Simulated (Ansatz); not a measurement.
# C3H3F3 (SMILES C=CC(F)(F)F): what the fields show

```tsv
atom	x (Å)	y (Å)	z (Å)
C	-0.2151	-0.9335	0.6981
C	0.8662	-0.5820	0.0055
C	1.6786	0.6400	0.3092
F	2.9531	0.3120	0.5942
F	1.1976	1.3374	1.3498
F	1.7173	1.4681	-0.7519
H	-0.5685	-0.3330	1.5399
H	-0.7794	-1.8335	0.4432
H	1.2389	-1.1667	-0.8404
```

Geometry: B3LYP-D3(BJ)/def2-SVP.

Level of theory: Ansatz, isolated molecule in a Gaussian basis; Kohn-Sham density functional theory, functional PBE0.

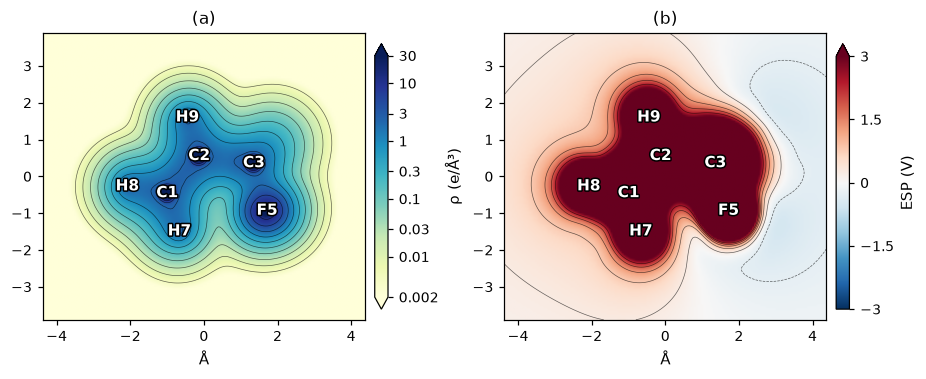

Figure 1. (a) electron density; (b) electrostatic potential on the plane of atoms C2, C1 and H8.

> Interpret the plot.

- Atoms in the plane: C, F and H.
- C–C (1.33 Å): ρ is about 2.4 e/Å³ halfway.
- C–F (1.34 Å): ρ is about 2.4 e/Å³ halfway.
- C–H (1.09 Å): the density is about 2 e/Å³ at the midpoint.
- C–C (1.50 Å): ρ is about 1.9 e/Å³ halfway.
- Outside the dense part of the molecule the potential is most negative (−0.5 V) near F5.

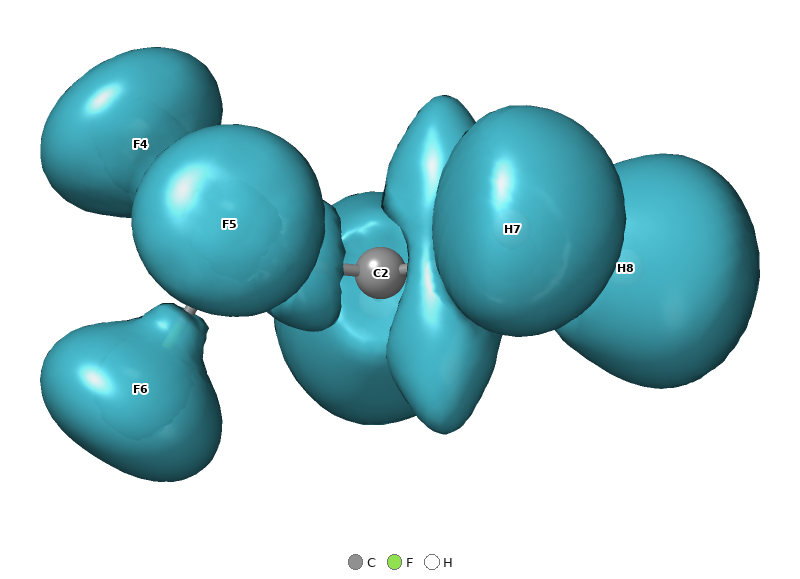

Figure 2. Isosurface of the electron localisation function at 0.75 (cyan), seen from one side. Only the valence region is drawn (cores and ρ < 0.01 e/Å³ removed).

> Where are the electrons localised?

At this value the surface marks out two regions between bonded C–C atoms (shared pairs), three regions around hydrogen nuclei and three regions on F in which the atom's valence shell and bonds are merged. Along the contacts the grid gives the following. C–C (1.33 Å): the ELF peaks at about 0.90 between the atoms (a short, multiple covalent bond). C–F (1.34 Å): the ELF peaks at about 0.85 between the atoms (a shared but strongly polarised pair).

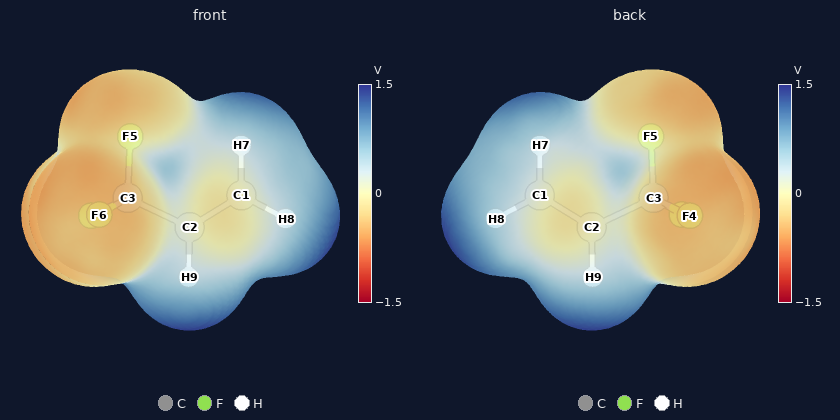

Figure 3. The molecular electrostatic potential painted on the density surface at 0.002 e/bohr³, seen from the front and from behind; the colour scale runs from red (negative) to blue (positive).

> Describe the electrostatic potential map.

The most negative region (about −0.6 V) lies over F4 and F6, the most positive (about +1.4 V) over H8 and H9.

> What dipole moment does the calculation give?

Its dipole moment is 2.41 D.
